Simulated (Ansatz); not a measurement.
Geometry relaxation, with input and output: C2H9NSSi (part 1 of 2)

System: C2H9NSSi.
Method: RKS PBE-D4/def2-SVP (Ansatz 0.2.0).

The geometry: force-field start. Figures and captions count atoms from 1; the log counts them from 0 in places.

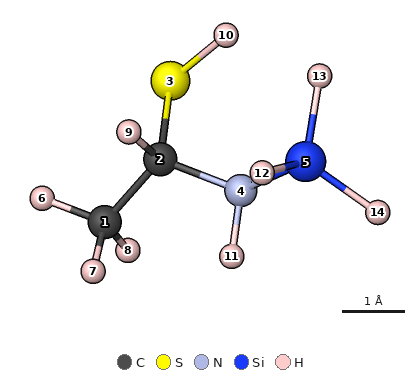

Fig. 1: The starting structure (ball-and-stick view, seen at a tilt; atoms are numbered from 1 in the order of the input).

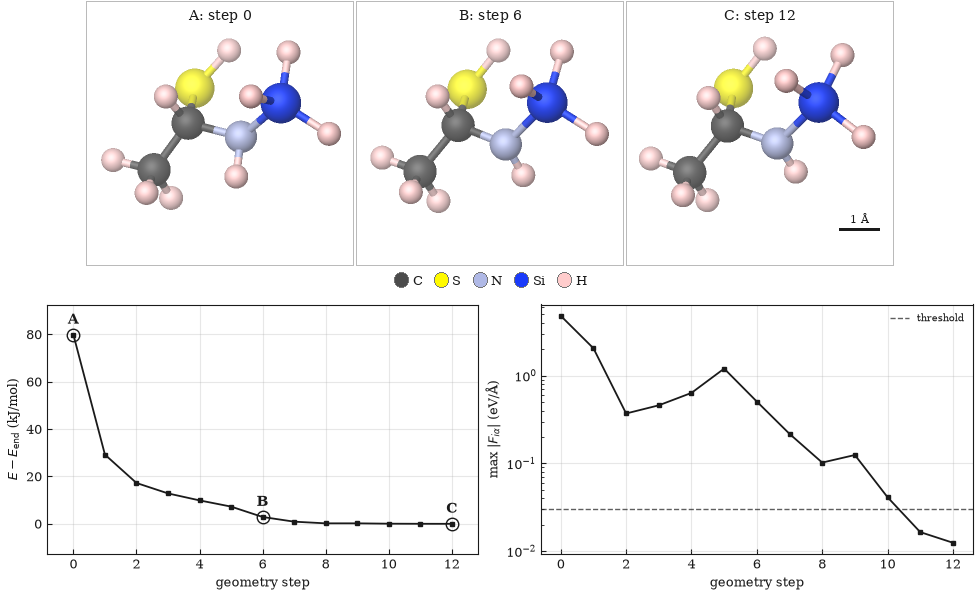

Fig. 2: Frames of the relaxation (ball-and-stick view, seen at a tilt) above the curves, on which the letters mark them (the first geometry is step 0 here and step 1 in the log).

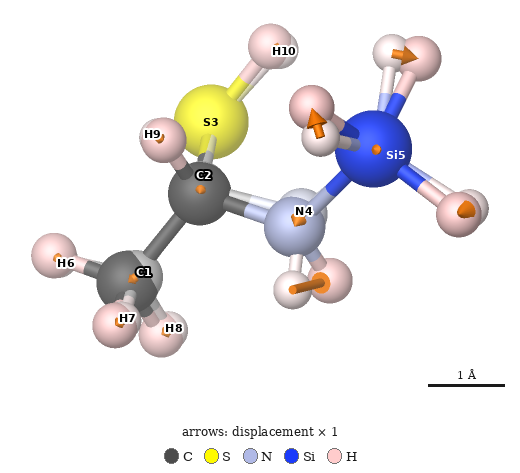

Fig. 3: Start (faint) and end (solid) with the displacements as orange arrows, at true length (ball-and-stick view, seen at a tilt). The two geometries are laid on each other by the best rigid fit. After 12 geometry steps the energy has fallen by 79.9 kJ/mol. The largest force component goes from 4.8 to 0.012 eV/Å. The largest move after the best rigid fit is that of H11, 1.01 Å. By element the largest moves are H 1.01 Å, N 0.24 Å, C 0.13 Å, Si 0.10 Å, S 0.03 Å. Among the contacts that change: C2–S3 1.807 → 1.891 Å, N4–Si5 1.674 → 1.754 Å, Si5–H13 1.441 → 1.515 Å, N4–H11 1.098 → 1.026 Å. Among the angles that change: N4–Si5–H13 104.2° → 115.2°, Si5–N4–H11 105.7° → 116.6°, C2–N4–H11 104.6° → 112.6°. (Atoms are counted from 1 in the order of the input.)

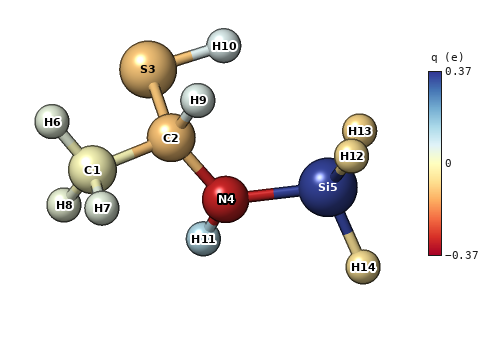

Fig. 4: Mulliken charges, as the colour of each atom (ball-and-stick view, seen at a tilt; atoms are numbered from 1 in the order of the input). By element: C −0.11 to −0.01, S −0.11, N −0.31, Si +0.35 and H −0.08 to +0.13 e.

These pictures come from the run below.

Input file
```yaml
crystal:
  periodic: [false, false, false]
  atoms:
    - {symbol: C, position_ang: [-1.363500, 1.257700, 0.531200]}
    - {symbol: C, position_ang: [-0.042500, 0.641000, 0.367400]}
    - {symbol: S, position_ang: [1.098600, 1.913800, -0.217800]}
    - {symbol: N, position_ang: [-0.037600, -0.452000, -0.580900]}
    - {symbol: Si, position_ang: [0.882200, -1.850600, -0.579800]}
    - {symbol: H, position_ang: [-1.379000, 2.149600, 1.232000]}
    - {symbol: H, position_ang: [-2.117600, 0.584100, 0.906200]}
    - {symbol: H, position_ang: [-1.755700, 1.702200, -0.441300]}
    - {symbol: H, position_ang: [0.282300, 0.315600, 1.402000]}
    - {symbol: H, position_ang: [2.172700, 1.085700, -0.346100]}
    - {symbol: H, position_ang: [-1.082900, -0.784100, -0.625300]}
    - {symbol: H, position_ang: [0.584600, -2.565300, 0.701400]}
    - {symbol: H, position_ang: [2.243900, -1.378400, -0.595100]}
    - {symbol: H, position_ang: [0.501800, -2.648400, -1.725000]}
basis:
  gaussian: {orbitals: def2-SVP}
hamiltonian: {xc: pbe, dispersion: d4}
relax: {f_tol: 0.03, max_steps: 200}
```

Run as:
```bash
ansatz run in.yaml --threads 4 --pin off --events-out ev --progress --plain --max-ram 10444MiB
```

The program's output
```
Functional definition: PBE
  name "PBE"
  cite "Perdew, Burke & Ernzerhof, Phys. Rev. Lett. 77, 3865 (1996) doi:10.1103/PhysRevLett.77.3865"
  parent pbe
  parameter kappa = 0.804
  parameter beta = 0.06672455060314922
  exchange = pbe_x(kappa = kappa, mu = beta*pi^2/3)
  correlation = pbe_c(beta = beta)
1411 factors; their error is unknown
mean field evaluation 1: about -22389.7618 eV, gradient 6.9e1 eV
mean field evaluation 2: about -22348.2981 eV, gradient 1.4e2 eV
mean field evaluation 4: about -22400.6249 eV, gradient 1.1e1 eV
mean field evaluation 8: about -22400.9007 eV, gradient 2.5e-1 eV
mean field evaluation 16: about -22400.8112 eV, gradient 4.7e-4 eV
mean field -22400.81122003 eV, -823.2146285209 hartree, gradient 3.6e-5 eV, S^2 0.000000; 0 other end points of the search recorded, 0 dependent functions left out
the calculation of the forces begins
reference -22400.81125735 eV, -823.2146298926 hartree; 29, 29 occupied and 94, 94 virtual orbitals, 1411 factors
relax step   1: F+E_penalty+E_count = -22401.15417384 eV  Δ(F+E_penalty+E_count) = +0.000e0 eV  max|allowed force component| = 4.804e0 eV/Å  Δτ_max = 0.0000 Å  (29 SCF iters, accepted)
these checks for a lower state are left out or cut short: starts, cluster_reference, orbital_swaps, neighbouring_geometries, increment
1411 factors; their error is unknown
mean field -22401.34207055 eV, -823.2341369177 hartree, gradient 2.3e-5 eV, S^2 0.000000; 0 other end points of the search recorded, 0 dependent functions left out
[... from here on the field's lines of each further geometry are left out, up to the last ...]
relax step   2: F+E_penalty+E_count = -22401.67887385 eV  Δ(F+E_penalty+E_count) = -5.247e-1 eV  max|allowed force component| = 2.050e0 eV/Å  Δτ_max = 0.1815 Å  (29 SCF iters, accepted)
relax step   3: F+E_penalty+E_count = -22401.80301620 eV  Δ(F+E_penalty+E_count) = -1.241e-1 eV  max|allowed force component| = 3.705e-1 eV/Å  Δτ_max = 0.1076 Å  (29 SCF iters, accepted)
relax step   4: F+E_penalty+E_count = -22401.84864975 eV  Δ(F+E_penalty+E_count) = -4.563e-2 eV  max|allowed force component| = 4.591e-1 eV/Å  Δτ_max = 0.1815 Å  (29 SCF iters, accepted)
relax step   5: F+E_penalty+E_count = -22401.87923315 eV  Δ(F+E_penalty+E_count) = -3.058e-2 eV  max|allowed force component| = 6.360e-1 eV/Å  Δτ_max = 0.2000 Å  (36 SCF iters, accepted)
relax step   6: F+E_penalty+E_count = -22401.90639891 eV  Δ(F+E_penalty+E_count) = -2.717e-2 eV  max|allowed force component| = 1.203e0 eV/Å  Δτ_max = 0.1478 Å  (29 SCF iters, accepted)
relax step   7: F+E_penalty+E_count = -22401.95181211 eV  Δ(F+E_penalty+E_count) = -4.541e-2 eV  max|allowed force component| = 5.068e-1 eV/Å  Δτ_max = 0.2000 Å  (28 SCF iters, accepted)
relax step   8: F+E_penalty+E_count = -22401.97235801 eV  Δ(F+E_penalty+E_count) = -2.055e-2 eV  max|allowed force component| = 2.172e-1 eV/Å  Δτ_max = 0.0933 Å  (30 SCF iters, accepted)
relax step   9: F+E_penalty+E_count = -22401.97969775 eV  Δ(F+E_penalty+E_count) = -7.340e-3 eV  max|allowed force component| = 1.022e-1 eV/Å  Δτ_max = 0.0781 Å  (30 SCF iters, accepted)
relax step  10: F+E_penalty+E_count = -22401.97970563 eV  Δ(F+E_penalty+E_count) = -7.878e-6 eV  max|allowed force component| = 1.246e-1 eV/Å  Δτ_max = 0.0549 Å  (30 SCF iters, accepted)
relax step  11: F+E_penalty+E_count = -22401.98122336 eV  Δ(F+E_penalty+E_count) = -1.518e-3 eV  max|allowed force component| = 4.118e-2 eV/Å  Δτ_max = 0.0159 Å  (31 SCF iters, accepted)
relax step  12: F+E_penalty+E_count = -22401.98165368 eV  Δ(F+E_penalty+E_count) = -4.303e-4 eV  max|allowed force component| = 1.649e-2 eV/Å  Δτ_max = 0.0291 Å  (31 SCF iters, accepted)
the calculation of the forces begins
reference -22401.64645778 eV, -823.2453229420 hartree; 29, 29 occupied and 94, 94 virtual orbitals, 1411 factors
relax step  13: F+E_penalty+E_count = -22401.98183484 eV  Δ(F+E_penalty+E_count) = -1.812e-4 eV  max|allowed force component| = 1.247e-2 eV/Å  Δτ_max = 0.0335 Å  (31 SCF iters, accepted)
1411 factors; their error is unknown
mean field -22401.64641902 eV, -823.2453215179 hartree, gradient 2.5e-5 eV, S^2 0.000000; 1 other end points of the search recorded, 0 dependent functions left out
the calculation of the forces begins
reference -22401.64645778 eV, -823.2453229420 hartree; 29, 29 occupied and 94, 94 virtual orbitals, 1411 factors
Total energy: -22401.98187359 eV, -823.2576492458 hartree
Atom 0 at    -1.462397     1.300013     0.605949 Å, force    -0.005426     0.008565     0.004528 eV/Å
Atom 1 at    -0.125747     0.594836     0.386863 Å, force    -0.005529    -0.010330    -0.008300 eV/Å
Atom 2 at     1.079097     1.926840    -0.203294 Å, force     0.004857    -0.000139    -0.000838 eV/Å
Atom 3 at    -0.248910    -0.535587    -0.491986 Å, force     0.000890    -0.002591     0.012467 eV/Å
Atom 4 at     0.866431    -1.888875    -0.495289 Å, force     0.002231    -0.002385     0.001604 eV/Å
Atom 5 at    -1.361912     2.142367     1.317900 Å, force    -0.000573    -0.001304    -0.001027 eV/Å
Atom 6 at    -2.202680     0.577058     1.002024 Å, force     0.002774     0.000405    -0.002976 eV/Å
Atom 7 at    -1.850643     1.704643    -0.352437 Å, force     0.001249    -0.002011     0.000967 eV/Å
Atom 8 at     0.270046     0.235541     1.360283 Å, force     0.003950     0.000352    -0.000115 eV/Å
Atom 9 at     2.166385     1.106047    -0.242663 Å, force    -0.002084     0.002879     0.002071 eV/Å
Atom 10 at    -0.676528    -0.289885    -1.391727 Å, force    -0.000421     0.003786    -0.003816 eV/Å
Atom 11 at     0.937024    -2.441347     0.902692 Å, force    -0.001223     0.002984    -0.009225 eV/Å
Atom 12 at     2.283546    -1.555826    -0.915492 Å, force    -0.009975    -0.005680    -0.001623 eV/Å
Atom 13 at     0.313587    -2.904923    -1.453923 Å, force     0.009281     0.005470     0.006284 eV/Å
Dipole moment:    -0.156742    -0.180652    -0.003300 e Å
```

Trajectory as extended XYZ (Å, eV, eV/Å), 13 frames, from step=1 to step=13
```
14
Properties=species:S:1:pos:R:3:forces:R:3 step=1 energy=-22401.15417
C    -1.3635    1.2577    0.5312   -1.5909   2.7742  -0.6355
C    -0.0425    0.6410    0.3674    1.5412  -1.0659   0.7295
S     1.0986    1.9138   -0.2178    0.7374   0.9112  -0.1002
N    -0.0376   -0.4520   -0.5809   -4.8038   0.8155  -0.3382
Si    0.8822   -1.8506   -0.5798    0.5047  -0.8794   1.1494
H    -1.3790    2.1496    1.2320    0.3281  -0.6918  -0.2926
H    -2.1176    0.5841    0.9062   -0.6217  -0.8799   0.3445
H    -1.7557    1.7022   -0.4413    0.3234  -0.5250   0.4967
H     0.2823    0.3156    1.4020    0.1372   0.0559  -0.3801
H     2.1727    1.0857   -0.3461    0.0055   0.0196   0.0309
H    -1.0829   -0.7841   -0.6253    1.9681   0.6773  -0.3162
H     0.5846   -2.5653    0.7014    0.2772  -0.5922   0.2045
H     2.2439   -1.3784   -0.5951    1.3654   0.0183  -0.0765
H     0.5018   -2.6484   -1.7250   -0.1718  -0.6378  -0.8160
14
Properties=species:S:1:pos:R:3:forces:R:3 step=2 energy=-22401.67887
C    -1.3964    1.3069    0.5306   -0.7898   1.0814  -0.0900
C    -0.0528    0.6681    0.3505    0.5201  -0.8605   0.4912
S     1.1129    1.9687   -0.2007    0.3263   0.3961  -0.2190
N    -0.1167   -0.4533   -0.5784   -2.0495   0.2881  -0.1123
Si    0.8640   -1.8607   -0.5458    0.5754  -0.7185   0.5552
H    -1.3569    2.1678    1.2432    0.0800  -0.2510  -0.1943
H    -2.1380    0.5986    0.9339   -0.0844  -0.2765   0.0778
H    -1.7960    1.7056   -0.4378    0.1752  -0.1656   0.2222
H     0.3032    0.3375    1.3650    0.0008   0.0681  -0.2461
H     2.1954    1.1484   -0.3054    0.0007  -0.0026   0.0344
H    -1.1236   -0.7417   -0.7143    0.9735   0.4726  -0.1022
H     0.6872   -2.7150    0.7051    0.0743   0.0436  -0.0997
H     2.2960   -1.4582   -0.6015    0.3000   0.0716  -0.0370
H     0.5090   -2.7018   -1.7155   -0.1026  -0.1467  -0.2804
14
Properties=species:S:1:pos:R:3:forces:R:3 step=3 energy=-22401.80302
C    -1.4201    1.3376    0.5435   -0.0747  -0.1000   0.1178
C    -0.0692    0.6508    0.3682   -0.1010  -0.2880  -0.2177
S     1.1117    1.9510   -0.2336    0.1927   0.1359  -0.0499
N    -0.1682   -0.4725   -0.5589   -0.1031   0.0133   0.3705
Si    0.8750   -1.8757   -0.5261    0.1524  -0.1602  -0.0052
H    -1.3456    2.2002    1.2320    0.0122   0.0207   0.0064
H    -2.1547    0.6197    0.9687    0.0306   0.0423  -0.0326
H    -1.8019    1.6982   -0.4325    0.0072   0.0078  -0.0360
H     0.3081    0.3308    1.3663    0.0136   0.0025  -0.0256
H     2.2021    1.1314   -0.2646   -0.0346   0.0344   0.0103
H    -1.1356   -0.6954   -0.8107   -0.0345   0.1626  -0.1388
H     0.7574   -2.7429    0.7158    0.0144   0.0593  -0.0476
H     2.3197   -1.4486   -0.6172   -0.0750   0.0443  -0.0024
H     0.5087   -2.7139   -1.7221   -0.0001   0.0251   0.0507
```
